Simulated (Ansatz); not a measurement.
**CHFO (formyl fluoride) at 6 levels**

Aim: a comparison of 6 runs (B3LYP/STO-3G, BHLYP/STO-3G, PBE0/STO-3G, RPA@PBE/STO-3G, CCSD/STO-3G, FCI/STO-3G) of CHFO (formyl fluoride). 

The results are computed with Ansatz 0.2.0.

73 further runs of the same task are left out: 73 set aside as unsound or not needed.

**1. The system as given**

CHFO: 4 atoms, total charge 0, spin state singlet. SMILES: `O=CF`. The H4–C2 distance was set to 2.196 Å, away from the relaxed value. At this shape a bond of the SMILES string is far longer than usual.

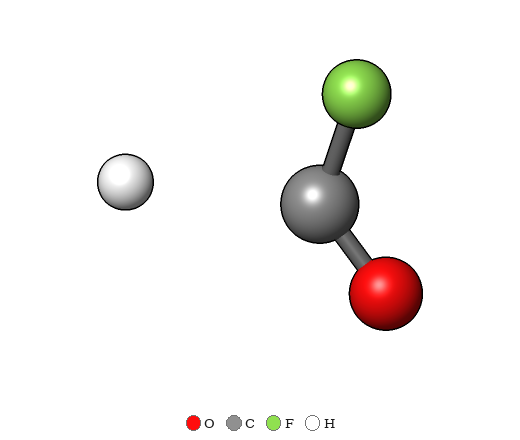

The structure, seen from a chosen angle (oxygen red, carbon grey, fluorine green, hydrogen white).

**2. A single-point energy at B3LYP/STO-3G (run 1)**

Contents of molecule.yaml:

```yaml
crystal:
  periodic: [false, false, false]
  atoms:
    - {symbol: O, position_ang: [-1.294471, -0.552152, 1.524472]}
    - {symbol: C, position_ang: [-0.454531, -0.674832, 0.717422]}
    - {symbol: F, position_ang: [0.179579, -1.839032, 0.513142]}
    - {symbol: H, position_ang: [0.355050, 0.821510, -0.671560]}
basis:
  gaussian:
    orbitals: STO-3G
hamiltonian:
  xc: {name: B3LYP}
accuracy: high
```

The run is started by

```
$ ansatz run molecule.yaml --threads 1 --pin off --max-ram 2610MiB --events-out events.jsonl --progress --plain --runs-dir runs
```

What it wrote:

```text
Warning: RAYON_NUM_THREADS=1 ignored (pool sized by the plan → 1); use --threads N
Functional definition: B3LYP
  name "B3LYP"
  parameter a0 = 0.2
  parameter ax = 0.72
  parameter ac = 0.81
  exchange = (1 - a0 - ax)*slater_x + ax*b88_x + a0*exact_x
  correlation = (1 - ac)*vwn_rpa_c + ac*lyp_c
273 factors; integrals over basis functions are off by at most 3.4e-8 eV
mean field evaluation 1: about -5725.9740 eV, gradient 3.1e1 eV
mean field evaluation 2: about -5713.6228 eV, gradient 6.1e1 eV
mean field evaluation 4: about -5729.5321 eV, gradient 1.3e1 eV
mean field evaluation 8: about -5730.3949 eV, gradient 2.3e-1 eV
mean field evaluation 16: about -5730.3952 eV, gradient 1.7e-6 eV
mean field -5730.39515468 eV, -210.5881377330 hartree, gradient 4.6e-8 eV, S^2 0.000000; 0 other end points of the search recorded, 0 dependent functions left out
reference -5730.39517428 eV, -210.5881384535 hartree; 12, 12 occupied and 4, 4 virtual orbitals, 273 factors
Total energy: -5730.39517428 eV, -210.5881384535 hartree
```

It took 0.83 s on 1 thread of Arm Neoverse V1, shared host.

**3. A single-point energy at BHLYP/STO-3G (run 2)**

Contents of input.yaml:

```yaml
crystal:
  periodic: [false, false, false]
  atoms:
    - {symbol: O, position_ang: [-1.294471, -0.552152, 1.524472]}
    - {symbol: C, position_ang: [-0.454531, -0.674832, 0.717422]}
    - {symbol: F, position_ang: [0.179579, -1.839032, 0.513142]}
    - {symbol: H, position_ang: [0.355050, 0.821510, -0.671560]}
basis:
  gaussian: {orbitals: STO-3G}
hamiltonian: {xc: {name: BHLYP}}
accuracy: high
```

The run is started by

```
$ ansatz run input.yaml --threads 1 --pin off --max-ram 2610MiB --events-out events.jsonl --progress --plain --runs-dir runs
```

What it wrote:

```text
Warning: RAYON_NUM_THREADS=1 ignored (pool sized by the plan → 1); use --threads N
Functional definition: BHLYP
  name "BHLYP"
  parameter a = 0.5
  exchange = (1 - a)*b88_x + a*exact_x
  correlation = lyp_c
273 factors; integrals over basis functions are off by at most 3.4e-8 eV
mean field evaluation 1: about -5723.4117 eV, gradient 3.4e1 eV
mean field evaluation 2: about -5719.9689 eV, gradient 4.6e1 eV
mean field evaluation 4: about -5727.6203 eV, gradient 1.6e0 eV
mean field evaluation 8: about -5727.6440 eV, gradient 4.8e-2 eV
mean field evaluation 16: about -5727.6440 eV, gradient 6.0e-7 eV
mean field -5727.64404047 eV, -210.4870361506 hartree, gradient 7.6e-8 eV, S^2 0.000000; 0 other end points of the search recorded, 0 dependent functions left out
reference -5727.64405395 eV, -210.4870366459 hartree; 12, 12 occupied and 4, 4 virtual orbitals, 273 factors
Total energy: -5727.64405395 eV, -210.4870366459 hartree
```

It took 0.79 s on 1 thread of Arm Neoverse V1, shared host.

Runs 3 to 4 aren't shown in full; the table further down has their settings and results.

**4. A single-point energy at CCSD/STO-3G (run 5)**

Contents of job.yaml:

```yaml
crystal:
  periodic: [false, false, false]
  atoms:
    - {symbol: O, position_ang: [-1.294471, -0.552152, 1.524472]}
    - {symbol: C, position_ang: [-0.454531, -0.674832, 0.717422]}
    - {symbol: F, position_ang: [0.179579, -1.839032, 0.513142]}
    - {symbol: H, position_ang: [0.355050, 0.821510, -0.671560]}
basis:
  gaussian: {orbitals: STO-3G}
correlation: {method: ccsd, frozen_orbitals: {C: 1, F: 1, H: 0, O: 1}}
accuracy: high
scf: {omitted_lower_state_checks: [cluster_reference, increment]}
```

The run is started by

```
$ ansatz run job.yaml --threads 1 --pin off --max-ram 2610MiB --events-out events.jsonl --progress --plain --runs-dir runs
```

What it wrote:

```text
Warning: RAYON_NUM_THREADS=1 ignored (pool sized by the plan → 1); use --threads N
Functional definition: HF
  name "HF"
  exchange = exact_x
  correlation = 0
these checks for a lower state are left out or cut short: cluster_reference, increment
273 factors; integrals over basis functions are off by at most 3.4e-8 eV
mean field evaluation 1: about -5698.3465 eV, gradient 3.6e1 eV
mean field evaluation 2: about -5698.4160 eV, gradient 3.7e1 eV
mean field evaluation 4: about -5702.9449 eV, gradient 2.6e0 eV
mean field evaluation 8: about -5702.9972 eV, gradient 1.6e-1 eV
mean field -5702.99751140 eV, -209.5812929135 hartree, gradient 1.3e-8 eV, S^2 0.000000; 0 other end points of the search recorded, 0 dependent functions left out; unrestricted orbitals would lower it
3 core orbitals not correlated: weight in the atoms' cores, before any rotation towards them, 1.000 or more for the frozen orbitals, at most 0.000 for the correlated occupied ones
reference -5702.99751140 eV, -209.5812929135 hartree; 9, 9 occupied and 4, 4 virtual orbitals, 273 factors
second order -5.47178587 eV of doubles, -0.00000000 eV of singles
cycle   1  -5.41865811 eV  change    -1.2e0 eV  update   1.4e-1
cycle   2  -6.05224978 eV  change   -6.3e-1 eV  update   8.4e-2
cycle   3  -6.38077608 eV  change   -3.3e-1 eV  update   5.1e-2
cycle   4  -6.83824720 eV  change   -4.6e-1 eV  update   3.1e-2
cycle   5  -6.81789732 eV  change    2.0e-2 eV  update   4.4e-3
cycle   6  -6.83525086 eV  change   -1.7e-2 eV  update   2.2e-3
cycle   7  -6.84052944 eV  change   -5.3e-3 eV  update   9.9e-4
cycle   8  -6.83275806 eV  change    7.8e-3 eV  update   5.0e-4
cycle   9  -6.83699349 eV  change   -4.2e-3 eV  update   2.7e-4
cycle  10  -6.83661972 eV  change    3.7e-4 eV  update   1.0e-4
cycle  11  -6.83625235 eV  change    3.7e-4 eV  update   4.3e-5
cycle  12  -6.83627828 eV  change   -2.6e-5 eV  update   1.1e-5
cycle  13  -6.83627196 eV  change    6.3e-6 eV  update   4.3e-6
cycle  14  -6.83627043 eV  change    1.5e-6 eV  update   1.7e-6
cycle  15  -6.83627239 eV  change   -2.0e-6 eV  update   7.0e-7
cycle  16  -6.83627117 eV  change    1.2e-6 eV  update   3.4e-7
cycle  17  -6.83627212 eV  change   -9.5e-7 eV  update   1.4e-7
cycle  18  -6.83627151 eV  change    6.0e-7 eV  update   7.6e-8
cycle  19  -6.83627083 eV  change    6.8e-7 eV  update   1.3e-7
cycle  20  -6.83627012 eV  change    7.1e-7 eV  update   6.7e-8
cycle  21  -6.83627005 eV  change    6.8e-8 eV  update   1.5e-8
cycle  22  -6.83627007 eV  change   -2.4e-8 eV  update   7.6e-9
cycle  23  -6.83627009 eV  change   -1.9e-8 eV  update   2.5e-9
cycle  24  -6.83627009 eV  change    3.0e-9 eV  update   1.3e-9
cycle  25  -6.83627008 eV  change    2.8e-9 eV  update  7.7e-10
cycle  26  -6.83627009 eV  change  -8.8e-10 eV  update  4.2e-10
WARN: these amplitudes may be one of several solutions (largest doubles amplitude 0.47, level shift 5.80 eV)
Total energy: -5709.83378149 eV, -209.8325212054 hartree
Checks for a lower state left out: cluster_reference, increment
```

Wall time 0.16 s (1 thread of Arm Neoverse V1, shared host).

**5. The energy at FCI/STO-3G (run 6)**

Changes to molecule.yaml since step 2:

```diff
@@ -10,4 +10,7 @@
     orbitals: STO-3G
-hamiltonian:
-  xc: {name: B3LYP}
+magnetization:
+  spin_polarized: false
 accuracy: high
+correlation:
+  method: fci
+  frozen_orbitals: {C: 1, F: 1, H: 0, O: 1}
```

The run is started by

```
$ ansatz run molecule.yaml --threads 1 --pin off --max-ram 2610MiB --events-out events.jsonl --progress --plain --runs-dir runs
```

What it wrote:

```text
Warning: RAYON_NUM_THREADS=1 ignored (pool sized by the plan → 1); use --threads N
[... 4 set-up lines as earlier in the session ...]
273 factors; integrals over basis functions are off by at most 3.4e-8 eV
mean field evaluation 1: about -5698.3465 eV, gradient 3.6e1 eV
mean field evaluation 2: about -5698.4160 eV, gradient 3.7e1 eV
mean field evaluation 4: about -5702.9449 eV, gradient 2.6e0 eV
mean field evaluation 8: about -5702.9972 eV, gradient 1.6e-1 eV
mean field -5702.99751140 eV, -209.5812929135 hartree, gradient 1.3e-8 eV, S^2 0.000000; 0 other end points of the search recorded, 0 dependent functions left out; unrestricted orbitals would lower it
mean field evaluation 16: about -5703.9544 eV, gradient 1.2e1 eV
unrestricted determinant -5705.73376229 eV, -209.6818482787 hartree, S^2 0.9737
3 core orbitals not correlated: weight in the atoms' cores, before any rotation towards them, 1.000 or more for the frozen orbitals, at most 0.000 for the correlated occupied ones
reference -5702.99751140 eV, -209.5812929135 hartree; 9, 9 occupied and 4, 4 virtual orbitals, 273 factors
state -5710.43316618 eV, -209.8545481865 hartree
Total energy: -5710.43316618 eV, -209.8545481865 hartree
```

Run time: 2.1 s. Hardware: 1 thread of Arm Neoverse V1, shared host; peak memory 0.1 GiB.

**6. The series**

| run | level | frozen core orbitals | energy (Eh) | wall time |
| --- | --- | --- | --- | --- |
| 1 | B3LYP/STO-3G | – | -210.588138 | 0.83 s |
| 2 | BHLYP/STO-3G | – | -210.487037 | 0.79 s |
| 3 | PBE0/STO-3G | – | -210.405011 | 0.79 s |
| 4 | RPA@PBE/STO-3G | 3 | -209.907526 | 1.3 s |
| 5 | CCSD/STO-3G | 3 | -209.832521 | 0.16 s |
| 6 | FCI/STO-3G | 3 | -209.854548 | 2.1 s |

**7. Summary of results**

| quantity | value |
| --- | --- |
| run 6: total energy | -209.85455 Eh |
| run 6: correlation energy (3 core orbitals frozen) | -273.3 mEh |

**Reading.** Against full CI in this basis: CCSD +22.0 mEh. Totals of different functionals can't be ranked against each other. In runs 4, 5 the log says that unrestricted orbitals would lower the reference, so the values rest on an unstable closed-shell determinant (other closed-shell runs at this shape may share the fault). In runs 1, 2, 3, 4, 5, 6 the basis is minimal, so the values are rough. In runs 1, 2, 3, 4, 5 a closed-shell determinant meets a far-stretched bond, which it describes badly. All runs together took 6 s, the longest 2.1 s.
